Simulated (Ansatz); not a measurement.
System: C₂H₄N (SMILES CC#[NH+]) (charge +1).

Input file:

```
crystal:
  periodic: [false, false, false]
  atoms:
    - {symbol: C, position_ang: [-0.704541, 0.532546, -0.285445]}
    - {symbol: C, position_ang: [0.378987, -0.286458, 0.153544]}
    - {symbol: N, position_ang: [1.242203, -0.938948, 0.503274]}
    - {symbol: H, position_ang: [-1.503765, -0.109608, -0.668741]}
    - {symbol: H, position_ang: [-0.348913, 1.199216, -1.077351]}
    - {symbol: H, position_ang: [-1.071889, 1.120992, 0.561210]}
    - {symbol: H, position_ang: [2.007918, -1.517749, 0.813498]}
basis:
  gaussian: {orbitals: def2-TZVPP}
total_charge: 1
hamiltonian: {xc: pbe0, dispersion: d4}
output: {orbitals: {seedname: orbitals}}
```

Command:

```sh
ansatz run in.yaml --threads 2 --pin off --events-out ev --progress --plain --max-ram 32768MiB --backend cpu
```

Geometry: PBE0-D4/def2-TZVP.

Theory: RKS PBE0-D4/def2-TZVPP (Ansatz).

What can the converged electron density and electron localisation function tell about the bonding?

C–N (1.14 Å): ρ is about 3.6 e/Å³ halfway; the ELF peaks at about 0.85 between the atoms (a multiple bond).
C–C (1.43 Å): the density is about 1.9 e/Å³ at the midpoint; the ELF peaks at about 0.95 between the atoms; a covalent bond.
N–H (1.01 Å): the density is about 3.1 e/Å³ at the midpoint; the ELF climbs to about 1 towards the hydrogen, as it does in any bond to H (an ordinary covalent bond to hydrogen).
C–H (1.09 Å): the density is about 2 e/Å³ at the midpoint; the ELF climbs to about 1 towards the hydrogen; a covalent bond by its length.

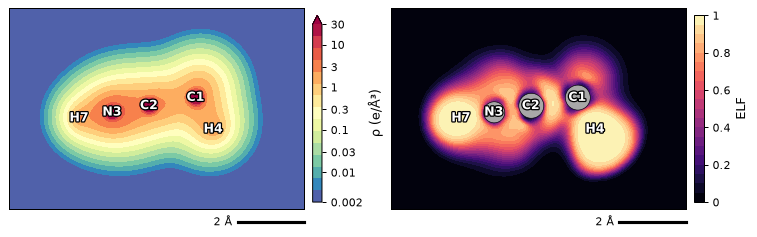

Computed electron density and electron localisation function on the plane of atoms C2, C1 and H4, in this order. Grey discs cover the atomic cores in the ELF map. 
